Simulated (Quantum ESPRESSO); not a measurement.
# antimonene, 1 layer, rectangular cell: a series in strain along the first axis, part 2 of 7

What law, if any, do the results for antimonene, 1 layer, rectangular cell follow against strain along the first axis?

Quantum ESPRESSO 7.5; plane-wave DFT, PBE, GBRV ultrasoft pseudopotentials.

So far. Step 2 (Relaxing cell and ions of the reference):  The last row is no step: it is a fresh SCF in the final cell with a new plane-wave basis, +0 meV from the row before.

### 3. Relaxing the ions, -4 %

m0.relax.in reads:

```
&control
  prefix = 'm0.relax'
  outdir = './out'
  pseudo_dir = './pseudo'
  nstep = 40
  forc_conv_thr = 0.0003
  calculation = 'relax'
  tstress = .true.
/
&system
  ibrav = 0
  nat = 4
  ntyp = 1
  ecutwfc = 50
  ecutrho = 250
  occupations = 'smearing'
  smearing = 'fd'
  degauss = 0.002
/
&electrons
  conv_thr = 1e-09
  mixing_beta = 0.4
  electron_maxstep = 120
  mixing_mode = 'plain'
/
&ions
/
ATOMIC_SPECIES
  Sb  121.7600  sb_pbe_v1.4.uspp.F.UPF
CELL_PARAMETERS angstrom
  3.95397254304000 0.00000000000000 0.00000000000000
  0.00000000000000 7.13289968800000 0.00000000000000
  0.00000000000000 0.00000000000000 16.65000000000000
ATOMIC_POSITIONS crystal
  Sb  0.500000000000 0.166642869700 0.450828835200
  Sb  0.000000000000 0.666640176400 0.450828367900
  Sb  0.000000000000 0.333359823600 0.549171632100
  Sb  0.500000000000 0.833357130300 0.549171164800
K_POINTS automatic
  8 4 1 0 0 0
```

On the command line:

```console
$ OMP_NUM_THREADS=1 mpirun -n 4 pw.x -nk 2 -in m0.relax.in > m0.relax.out
```

Log:

```text
[banner, memory and clock lines left out]
Program PWSCF v.7.5 starts
[citation notice left out]

[...]
Message from routine setup:
[...]
bravais-lattice index     =            0
     lattice parameter (alat)  =       7.4719  a.u.
     unit-cell volume          =    3168.9151 (a.u.)^3
     number of atoms/cell      =            4
     number of atomic types    =            1
     number of electrons       =        60.00
     number of Kohn-Sham states=           36
     kinetic-energy cutoff     =      50.0000  Ry
     charge density cutoff     =     250.0000  Ry
     scf convergence threshold =      1.0E-09
     mixing beta               =       0.4000
     number of iterations used =            8  plain     mixing
     energy convergence thresh.=      1.0E-04
     force convergence thresh. =      3.0E-04
     Exchange-correlation=  SLA  PW   PBX  PBC
                           (   1   4   3   4   0   0   0)
     nstep                     =           40

[...]
PseudoPot. # 1 for Sb read from file:
     ./pseudo/sb_pbe_v1.4.uspp.F.UPF
     Pseudo is Ultrasoft + core correction, Zval = 15.0
     Generated by new atomic code, or converted to UPF format
     Using radial grid of  891 points,  6 beta functions with:
                l(1) =   0
                l(2) =   0
                l(3) =   1
                l(4) =   1
                l(5) =   2
                l(6) =   2
     Q(r) pseudized with  8 coefficients,  rinner =    1.350   1.350   1.350
                                                       1.350   1.350

     atomic species   valence    mass     pseudopotential
     Sb               15.00   121.76000     Sb( 1.00)

      4 Sym. Ops., with inversion, found

[...]
number of k points=    15  Fermi-Dirac smearing, width (Ry)=  0.0020
[...]
Dense  grid:   211505 G-vectors     FFT dimensions: (  40,  72, 160)

     Smooth grid:   151329 G-vectors     FFT dimensions: (  36,  64, 144)

     Check: negative core charge=   -0.000004

     Initial potential from superposition of free atoms

     starting charge      55.9999, renormalised to      60.0000

     negative rho (up, down):  4.707E-04 0.000E+00
     Starting wfcs are   36 randomized atomic wfcs

     per-process dynamical memory:   113.4 Mb

     Self-consistent Calculation

     iteration #  1     ecut=    50.00 Ry     beta= 0.40
     Davidson diagonalization with overlap
     ethr =  1.00E-02,  avg # of iterations =  6.9

     negative rho (up, down):  2.824E-05 0.000E+00

     total energy              =    -739.20324456 Ry
     estimated scf accuracy    <       4.44024654 Ry

     iteration #  2     ecut=    50.00 Ry     beta= 0.40
[...]
negative rho (up, down):  1.019E-05 0.000E+00

[...]
total energy              =    -739.73525604 Ry
     estimated scf accuracy    <       0.24499049 Ry

     iteration #  3     ecut=    50.00 Ry     beta= 0.40
[...]
negative rho (up, down):  4.140E-05 0.000E+00

[...]
total energy              =    -739.77908253 Ry
     estimated scf accuracy    <       0.01391655 Ry

     iteration #  4     ecut=    50.00 Ry     beta= 0.40
[...]
negative rho (up, down):  1.243E-04 0.000E+00

[...]
total energy              =    -739.77973838 Ry
     estimated scf accuracy    <       0.00217262 Ry

     iteration #  5     ecut=    50.00 Ry     beta= 0.40
[...]
negative rho (up, down):  9.847E-05 0.000E+00

[...]
total energy              =    -739.77985824 Ry
     estimated scf accuracy    <       0.00004523 Ry

     iteration #  6     ecut=    50.00 Ry     beta= 0.40
[...]
negative rho (up, down):  9.491E-05 0.000E+00

[...]
total energy              =    -739.77987450 Ry
     estimated scf accuracy    <       0.00000577 Ry

     iteration #  7     ecut=    50.00 Ry     beta= 0.40
[...]
negative rho (up, down):  9.703E-05 0.000E+00

[...]
total energy              =    -739.77987530 Ry
     estimated scf accuracy    <       0.00000059 Ry

     iteration #  8     ecut=    50.00 Ry     beta= 0.40
[...]
negative rho (up, down):  9.936E-05 0.000E+00

[...]
total energy              =    -739.77987541 Ry
     estimated scf accuracy    <       0.00000002 Ry

     iteration #  9     ecut=    50.00 Ry     beta= 0.40
[...]
negative rho (up, down):  1.014E-04 0.000E+00

[...]
total energy              =    -739.77987542 Ry
     estimated scf accuracy    <          2.6E-09 Ry

     iteration # 10     ecut=    50.00 Ry     beta= 0.40
[...]
negative rho (up, down):  1.053E-04 0.000E+00

[...]
End of self-consistent calculation

          k = 0.0000 0.0000 0.0000 ( 18977 PWs)   bands (ev):

   -29.7370 -29.7293 -29.7240 -29.6604 -29.6518 -29.6440 -29.6074 -29.6059
   -29.5861 -29.5781 -29.5766 -29.5544 -29.5523 -29.5306 -29.5259 -29.4975
   -29.4905 -29.4483 -29.4339 -29.4304 -12.6700 -10.7802  -8.9177  -7.5036
    -4.2262  -2.7160  -2.4098  -1.8599  -1.1152  -0.8828   0.6495   0.8043
     1.2286   1.7363   2.0149   3.1032

          k = 0.0000 0.1386 0.0000 ( 18934 PWs)   bands (ev):

   -29.7359 -29.7304 -29.7152 -29.6660 -29.6507 -29.6388 -29.6342 -29.6046
   -29.6029 -29.5784 -29.5611 -29.5422 -29.5343 -29.5314 -29.5268 -29.4959
   -29.4924 -29.4586 -29.4334 -29.4309 -12.5028 -11.2934  -8.3256  -7.4923
    -4.3562  -2.4858  -2.2643  -2.2518  -1.7804  -1.2184   0.3985   1.1780
     1.7642   1.8937   2.3304   3.1995

[...]
the Fermi energy is    -0.3538 ev

!    total energy              =    -739.77987543 Ry
     estimated scf accuracy    <          4.3E-10 Ry
     smearing contrib. (-TS)   =      -0.00000000 Ry
     internal energy E=F+TS    =    -739.77987543 Ry

     The total energy is F=E-TS. E is the sum of the following terms:
     one-electron contribution =   -1848.90453792 Ry
     hartree contribution      =     934.75618776 Ry
     xc contribution           =    -176.11337327 Ry
     ewald contribution        =     350.48184801 Ry

     convergence has been achieved in  10 iterations

     negative rho (up, down):  1.053E-04 0.000E+00

     Forces acting on atoms (cartesian axes, Ry/au):

     atom    1 type  1   force =     0.00000000   -0.00682096   -0.01137362
     atom    2 type  1   force =     0.00000000   -0.00683623   -0.01137212
     atom    3 type  1   force =     0.00000000    0.00683623    0.01137212
     atom    4 type  1   force =     0.00000000    0.00682096    0.01137362

     Total force =     0.026531     Total SCF correction =     0.000118

     Computing stress (Cartesian axis) and pressure

     negative rho (up, down):  1.053E-04 0.000E+00
          total   stress  (Ry/bohr**3)                   (kbar)     P=        5.49
   0.00007709   0.00000000   0.00000000           11.34        0.00        0.00
   0.00000000   0.00001520   0.00001340            0.00        2.24        1.97
   0.00000000   0.00001340   0.00001966            0.00        1.97        2.89

     BFGS Geometry Optimization
     Energy error            =      7.0E-04 Ry
     Gradient error          =      1.1E-02 Ry/Bohr

     number of scf cycles    =   1
     number of bfgs steps    =   0

     energy             new  =    -739.7798754264 Ry

     new trust radius        =       0.0132687277 bohr
     new conv_thr            =       0.0000000010 Ry

ATOMIC_POSITIONS (crystal)
Sb               0.5000000000        0.1661368346        0.4504673540
Sb               0.0000000000        0.6661330088        0.4504669344
Sb               0.0000000000        0.3338669912        0.5495330656
Sb               0.5000000000        0.8338631654        0.5495326460

[...]
NEW-OLD atomic charge density approx. for the potential

     Check: negative core charge=   -0.000003

     negative rho (up, down):  1.139E-04 0.000E+00

     per-process dynamical memory:   123.0 Mb

[...]
!    total energy              =    -739.78044655 Ry
[...]
Total force =     0.016665     Total SCF correction =     0.000038
[...]
number of bfgs steps    =   1
[...]
energy             new  =    -739.7804465534 Ry
[...]
new trust radius        =       0.0145956005 bohr
[...]
!    total energy              =    -739.78078072 Ry
[...]
Total force =     0.006607     Total SCF correction =     0.000016
[...]
number of bfgs steps    =   2
[...]
energy             new  =    -739.7807807168 Ry
[...]
new trust radius        =       0.0093166482 bohr
[...]
!    total energy              =    -739.78084637 Ry
[...]
Total force =     0.002320     Total SCF correction =     0.000010
[...]
number of bfgs steps    =   3
[...]
energy             new  =    -739.7808463672 Ry
[...]
new trust radius        =       0.0015979045 bohr
[...]
!    total energy              =    -739.78085158 Ry
[...]
Total force =     0.001728     Total SCF correction =     0.000003
[...]
number of bfgs steps    =   4
[...]
energy             new  =    -739.7808515797 Ry
[...]
new trust radius        =       0.0017576949 bohr
[...]
!    total energy              =    -739.78085570 Ry
[...]
Total force =     0.000836     Total SCF correction =     0.000003
[...]
number of bfgs steps    =   5
[...]
energy             new  =    -739.7808557009 Ry
[...]
new trust radius        =       0.0013978874 bohr
[...]
Self-consistent Calculation

     iteration #  1     ecut=    50.00 Ry     beta= 0.40
     Davidson diagonalization with overlap
     ethr =  1.00E-06,  avg # of iterations =  2.0

     Threshold (ethr) on eigenvalues was too large:
     Diagonalizing with lowered threshold

     Davidson diagonalization with overlap
     ethr =  2.61E-10,  avg # of iterations =  5.0

     negative rho (up, down):  1.035E-04 0.000E+00

     total energy              =    -739.78085682 Ry
     estimated scf accuracy    <       0.00000010 Ry

[...]
iteration #  6     ecut=    50.00 Ry     beta= 0.40
[...]
negative rho (up, down):  1.035E-04 0.000E+00

[...]
End of self-consistent calculation

          k = 0.0000 0.0000 0.0000 ( 18977 PWs)   bands (ev):

   -29.6937 -29.6902 -29.6858 -29.6280 -29.6182 -29.6110 -29.5816 -29.5763
   -29.5523 -29.5520 -29.5461 -29.5250 -29.5209 -29.5034 -29.5033 -29.4775
   -29.4672 -29.4220 -29.4180 -29.4145 -12.5593 -10.6261  -8.9440  -7.5429
    -4.1725  -2.7637  -2.2805  -1.8944  -1.0801  -0.7161   0.7367   0.8667
     1.2223   1.8259   1.9770   3.1087

          k = 0.0000 0.1386 0.0000 ( 18934 PWs)   bands (ev):

   -29.6926 -29.6870 -29.6819 -29.6345 -29.6170 -29.6061 -29.6025 -29.5736
   -29.5732 -29.5508 -29.5326 -29.5159 -29.5069 -29.5038 -29.4995 -29.4755
   -29.4692 -29.4319 -29.4174 -29.4150 -12.3914 -11.1660  -8.3377  -7.5303
    -4.3053  -2.4191  -2.2975  -2.1208  -1.8194  -1.0666   0.4172   1.2349
     1.8078   1.9457   2.2973   2.7613

[...]
the Fermi energy is    -0.2716 ev

!    total energy              =    -739.78085683 Ry
     estimated scf accuracy    <          1.3E-12 Ry
     smearing contrib. (-TS)   =      -0.00000000 Ry
     internal energy E=F+TS    =    -739.78085683 Ry

     The total energy is F=E-TS. E is the sum of the following terms:
     one-electron contribution =   -1840.53346415 Ry
     hartree contribution      =     930.63427435 Ry
     xc contribution           =    -176.08480368 Ry
     ewald contribution        =     346.20313665 Ry

     convergence has been achieved in   6 iterations

     negative rho (up, down):  1.035E-04 0.000E+00

     Forces acting on atoms (cartesian axes, Ry/au):

     atom    1 type  1   force =     0.00000000    0.00001417    0.00002426
     atom    2 type  1   force =     0.00000000    0.00001512    0.00002470
     atom    3 type  1   force =     0.00000000   -0.00001512   -0.00002470
     atom    4 type  1   force =     0.00000000   -0.00001417   -0.00002426

     Total force =     0.000057     Total SCF correction =     0.000003

     Computing stress (Cartesian axis) and pressure

     negative rho (up, down):  1.035E-04 0.000E+00
          total   stress  (Ry/bohr**3)                   (kbar)     P=        3.35
   0.00006118   0.00000000   0.00000000            9.00        0.00        0.00
   0.00000000   0.00000965  -0.00000002            0.00        1.42       -0.00
   0.00000000  -0.00000002  -0.00000252            0.00       -0.00       -0.37

     Energy error            =      1.1E-06 Ry
     Gradient error          =      2.5E-05 Ry/Bohr

     bfgs converged in   7 scf cycles and   6 bfgs steps
     (criteria: energy <  1.0E-04 Ry, force <  3.0E-04 Ry/Bohr)

     End of BFGS Geometry Optimization

     Final energy             =    -739.7808568281 Ry

     File ./out/m0.relax.bfgs deleted, as requested
Begin final coordinates

ATOMIC_POSITIONS (crystal)
Sb               0.5000000000        0.1646852492        0.4499402692
Sb               0.0000000000        0.6646836173        0.4499393599
Sb               0.0000000000        0.3353163827        0.5500606401
Sb               0.5000000000        0.8353147508        0.5500597308
End final coordinates

[...]
```

Run time: 5 min. Hardware: 4 MPI ranks of Arm Neoverse V1, shared host; peak memory 1.1 GiB; 20 min of CPU time.

Relaxation path:

| step | energy less that of the first step (eV) | largest force (eV/Å) |
| --- | --- | --- |
| 1 | 0.0000 | 0.3412 |
| 2 | -0.0078 | 0.2143 |
| 3 | -0.0123 | 0.0849 |
| 4 | -0.0132 | 0.0299 |
| 5 | -0.0133 | 0.0222 |
| 6 | -0.0133 | 0.0108 |
| 7 | -0.0134 | 0.0007 |

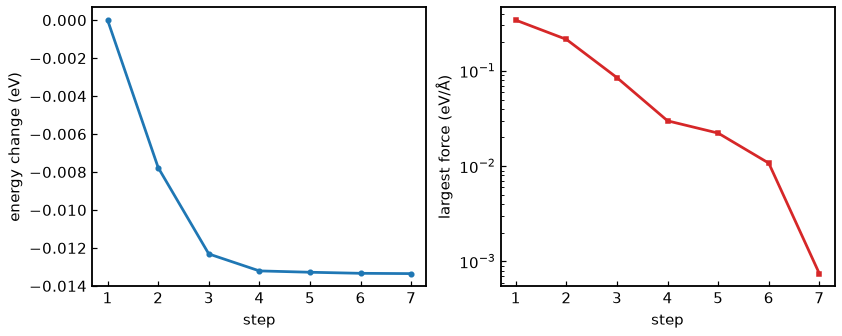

Energy and largest force along the relaxation.

The atoms that moved most (Å):

| atom | dx | dy | dz | length |
| --- | --- | --- | --- | --- |
| Sb3 | 0.000 | 0.014 | 0.015 | 0.020 |
| Sb2 | 0.000 | -0.014 | -0.015 | 0.020 |
| Sb1 | 0.000 | -0.014 | -0.015 | 0.020 |
| Sb4 | 0.000 | 0.014 | 0.015 | 0.020 |

The relaxed structure:

```cif
data_structure
_symmetry_space_group_name_H-M 'P 1'
_symmetry_Int_Tables_number 1
_cell_length_a 3.9540
_cell_length_b 7.1329
_cell_length_c 16.6500
_cell_angle_alpha 90.000
_cell_angle_beta 90.000
_cell_angle_gamma 90.000
_cell_volume 469.58
loop_
_atom_site_label
_atom_site_type_symbol
_atom_site_fract_x
_atom_site_fract_y
_atom_site_fract_z
_atom_site_occupancy
Sb1 Sb 0.50000 0.16469 0.44994 1
Sb2 Sb 0.00000 0.66468 0.44994 1
Sb3 Sb 0.00000 0.33532 0.55006 1
Sb4 Sb 0.50000 0.83531 0.55006 1
```

The relaxation lowers the energy by 3 meV an atom.

Read from the output:

* free energy: -10065.2313 eV
* Fermi energy: -0.2716 eV

(Part 2 of 7 ends here.)

[Logs are printed without paths, hosts, clocks, repeated set-up lines and the standing remarks that a program may print on its own settings, such as how far it seeks lower states.]

[Hosts, paths, dates, database ids (printed as entryN), source tags and the programs' standing remarks are cut or masked in the printed files.]

[Maps of the electrostatic potential energy from Ansatz leave out the sawtooth potential of an applied field or a dipole correction, so their vacuum need not be flat; planar profiles and work functions include it.]
